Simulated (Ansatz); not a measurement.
CH3FO2Si (SMILES FC1O[SiH2]O1)

```xyz
8

F    -0.6858    0.8517    1.7856
C     0.0210    0.8310    0.6367
O     0.8887   -0.2710    0.6149
Si    0.0391   -0.8429   -0.7081
O    -0.8226    0.5683   -0.4529
H     0.5450    1.7862    0.5478
H    -0.7038   -2.1067   -0.5110
H     0.8105   -0.8739   -1.9688
```

Geometry: PBE0-D4/def2-TZVP.

Computed with Ansatz 0.2.0, RKS PBE0-D4/def2-TZVPP.

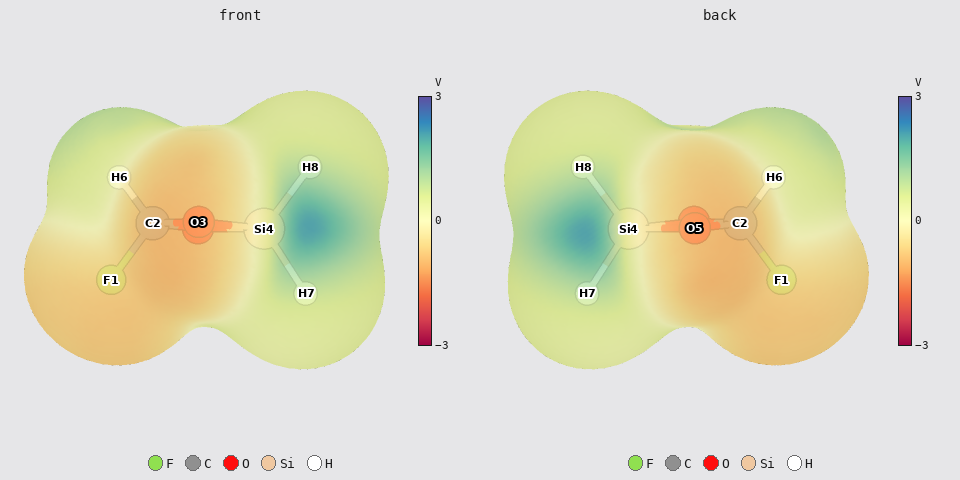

Figure 1. The molecular electrostatic potential painted on the density surface at 0.001 e/bohr³, seen from the front and from behind; red is negative and blue positive.

Question: Which sites attract a positive test charge, and which a negative one?

Answer: A positive charge is drawn to the negative regions and a negative charge to the positive ones. The most negative region (about −1.0 V) lies over O3 and O5, the most positive (about +2.0 V) over Si4.

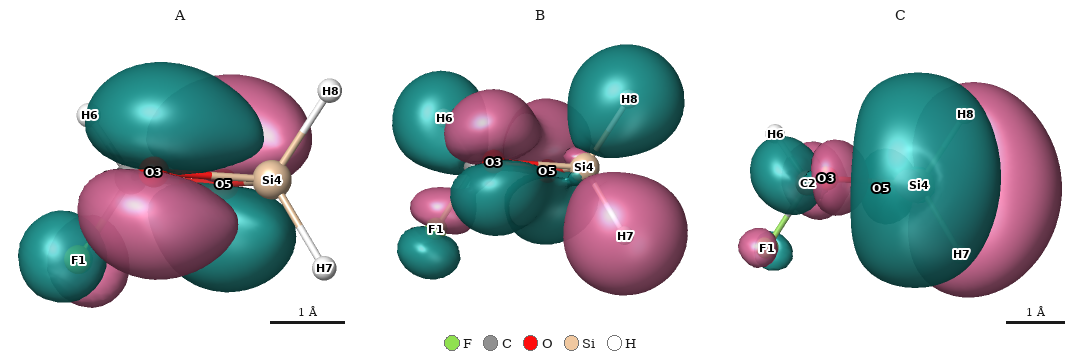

Figure 2. Three frontier orbitals at ±0.08 Å⁻³ᐟ² (teal and pink are the two phases), in no order.

Question: Which picture is the HOMO−1, the HOMO and the LUMO?

Answer: A is the HOMO−1 (−9.63 eV). By Hirshfeld shares it lies mainly on O3 (about 40 %) and O5 (about 40 %); largely a combination of lone pairs on O3 and O5. B is the HOMO (−9.16 eV). Its weight (Hirshfeld) is mainly on O3 (about 20 %), O5 (about 20 %), Si4 (about 15 %), H7 (about 15 %), H8 (about 10 %) and C2 (about 5 %). C is the LUMO (−0.85 eV). Its weight (Hirshfeld) is mainly on Si4 (about 65 %), H7 (about 10 %) and H8 (about 10 %).

Question: What is the HOMO–LUMO gap?

Answer: 8.31 eV between the orbital energies.
